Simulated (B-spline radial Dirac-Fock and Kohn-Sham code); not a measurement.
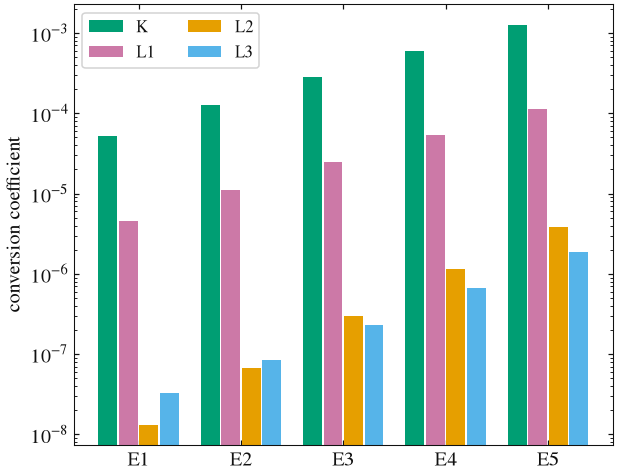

Internal conversion coefficients by shell for electric multipoles at a transition energy of 896 keV (K and L shells). The figure is for scandium (Z = 21). Level of theory: a Dirac–Hartree–Slater potential of the neutral atom, no hole, surface-current nucleus; calculated with a radial B-spline solver.

What are the L1 : L2 : L3 ratios for E1?

142 : 0.402 : 1.

How does the sum of the shells shown change with multipole order?

From 5.72 × 10⁻⁵ for E1 to 0.00140 for E5.

Which of the shells shown converts most for E1?

K, with α = 5.26 × 10⁻⁵ out of 5.72 × 10⁻⁵ for those shown.
